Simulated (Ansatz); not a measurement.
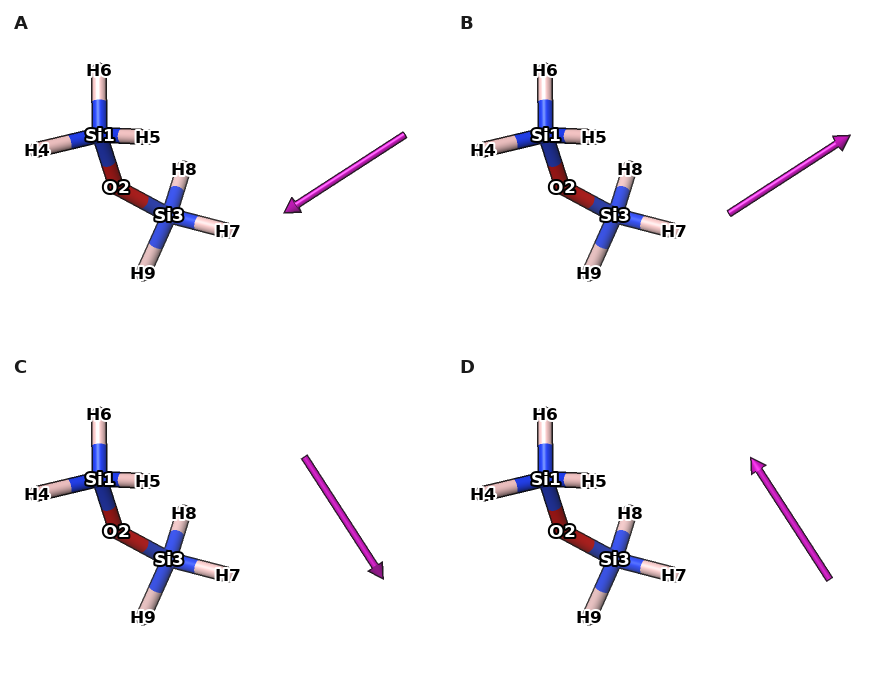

The same molecule four times, each with an arrow. Computed geometry: PBE0-D4/def2-TZVP optimisation. Method: RKS PBE0-D4/def2-TZVP (Ansatz 0.2.0).

> Which arrow points along the dipole moment, from the negative to the positive end?

B. The dipole moment is 0.28 D; it points from the side of H4, H9 to the side of H5, H7 (the outermost atoms at the two ends).
